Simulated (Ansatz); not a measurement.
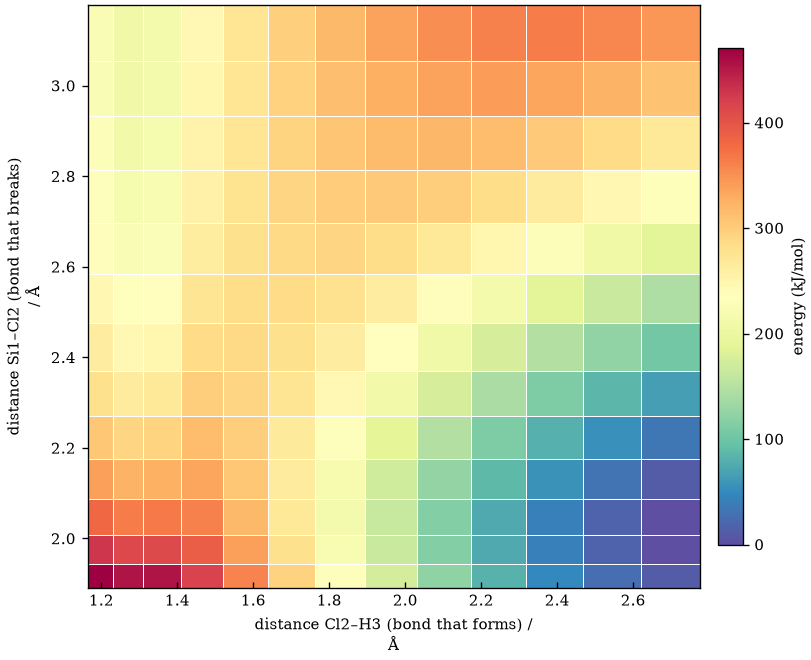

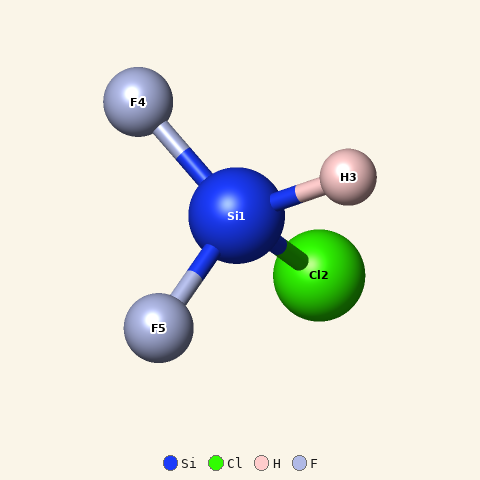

Energy landscape of the reacting system ClF₂HSi (fragments ClF₂HSi where the first distance is long, F₂Si + ClH where the second is long). Coordinates scanned: (1) distance Cl2–H3 (bond that forms); (2) distance Si1–Cl2 (bond that breaks). Relaxed at each point: all other coordinates. Grid: 13 × 13 points. Points are written as (first, second). All energies are given in kJ/mol relative to the lowest grid point. Energies and slopes of some neighbouring points disagree (a jump in structure or state, or too coarse a mesh). The reference is spin-restricted, so regions where a bond is pulled apart into radicals lie too high. These are results of RKS B3LYP-D4/def2-SVP in Ansatz, not measurements.

Drawn: one coloured cell a grid point. The second picture is the structure at the lowest point.

> What does the map say about the system?

The lowest grid point is at (2.697 Å, 2.045 Å). It lies at the edge of the scanned range, so the true minimum may lie outside. The highest grid point, (1.197 Å, 1.917 Å), lies 470 kJ/mol above the lowest.

The input of one point:

```yaml
crystal:
  periodic: [false, false, false]
  atoms:
    - { symbol: Si, position_ang: [9.0e-06, 0.087223, 0.068863] }
    - { symbol: Cl, position_ang: [-0.004716, -1.520058, -1.195515] }
    - { symbol: H, position_ang: [1.10665, 0.846707, -0.534379] }
    - { symbol: F, position_ang: [-1.382416, 0.897086, 0.065788] }
    - { symbol: F, position_ang: [0.28038, -0.310956, 1.595242] }
basis:
  gaussian: { orbitals: def2-SVP }
hamiltonian:
  xc: { name: B3LYP }
  dispersion: d4
output:
  forces: true
relax:
  f_tol: 0.02
  max_steps: 50
  escape_saddle: false
  constraints: [{ distance: [1, 2] }, { distance: [0, 1] }]
scf:
  lower_state_search: "off"
```

Each point was launched as `ansatz run input.yaml --threads 1 --pin off --max-ram 2560MiB --backend cpu --events-out ev --progress --plain --runs-dir out`. Time for the 169 points that were run: 23 min on 1 thread of Arm Neoverse V1 (shared host).
